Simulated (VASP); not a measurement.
Band structure of CdSe (wurtzite). Computed with MS2 meta-GGA, VASP's PBE PAW potentials (set 64) (plane waves; VASP).

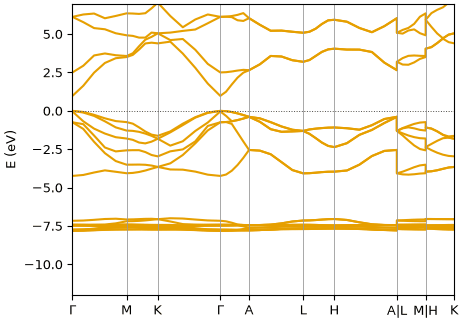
Fig. 1. Bands along high-symmetry lines, zero at the valence-band maximum or, without a gap, the Fermi level

### Question
Read the plot: is there a gap, and where are the band edges?

### Answer
The gap is direct, 0.98 eV, from the valence maximum at Γ to the conduction minimum at Γ.

Measured: gap 1.73 eV (computed value off by -0.75 eV), as given by Abedi et al., (2022), arXiv:2211.14644.

The compound is CdSe in the wurtzite structure. It was relaxed first.
